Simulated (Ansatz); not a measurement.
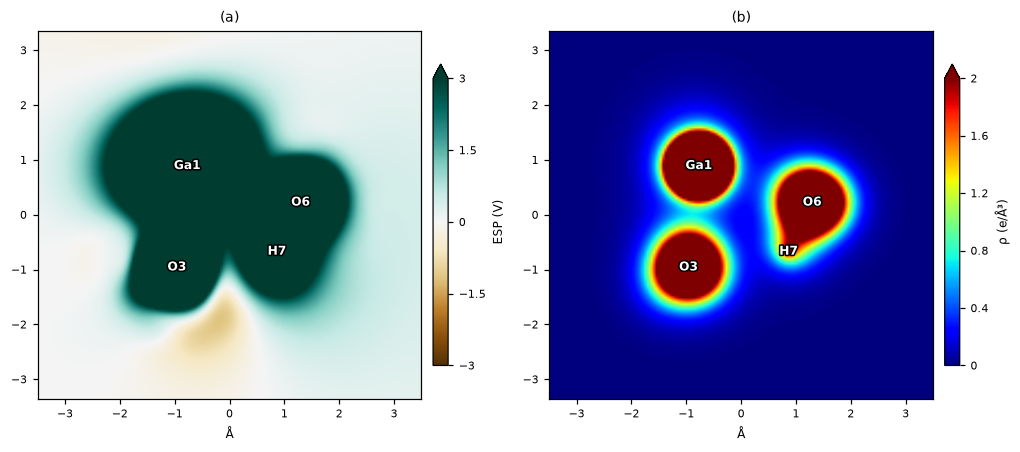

*GaH5O2. (a) electrostatic potential; (b) electron density on the plane of atoms Ga1, O6 and H7.*

Computed with RKS B3LYP/def2-SVP in Ansatz.

```xyz
8

Ga   -0.2963   -0.1590    0.1270
H    -0.2541   -1.1614    1.3442
O     1.3699    0.2938   -0.5676
H     2.0902   -0.3176   -0.3744
H    -1.4850    0.1294   -0.8452
O     0.0590    1.7815    1.0330
H     0.9251    1.6966    0.5554
H     0.2650    1.7754    1.9791
```

Q: What do the fields say about this system?

A:
- The plane passes through Ga, O and H nuclei.
- Ga–O (1.86 Å): the density is about 0.74 e/Å³ at the midpoint.
- O–H (0.99 Å): the density is about 3.6 e/Å³ at the midpoint.
- Outside the dense part of the molecule the potential is most negative (−1.2 V) near O3.
